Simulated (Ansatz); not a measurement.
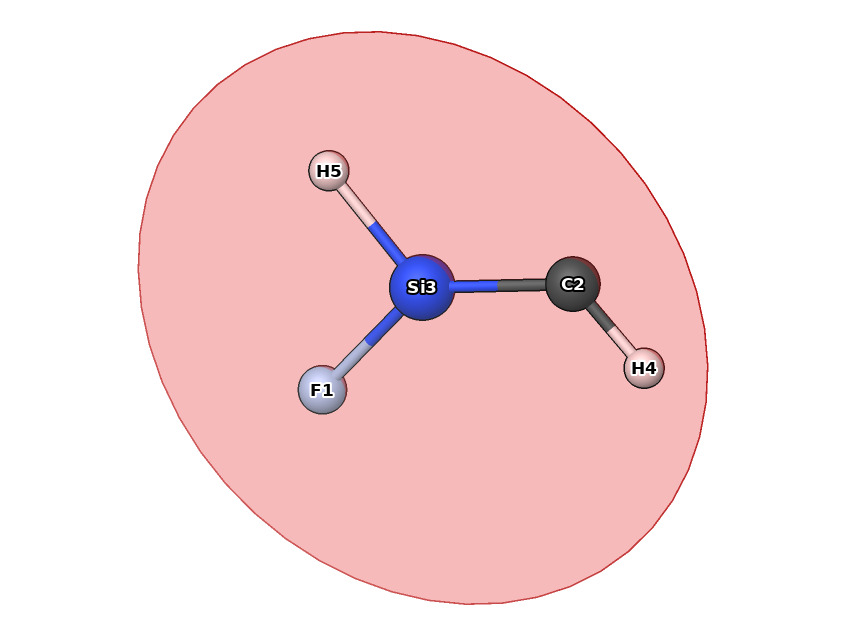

A disc through the centre of mass is drawn in. Distant atoms are faded towards the background colour. The species has charge −1 and is a spin singlet. The computed structure is the end point of a PBE-D4/def2-SVPD optimisation. No frequency run is at hand to confirm it as a minimum.

Question: Is the plane of the disc a mirror plane of the structure?

Answer: Yes. The reflection leaves F1, C2, Si3, H4, H5 in place. The point group is Cs.
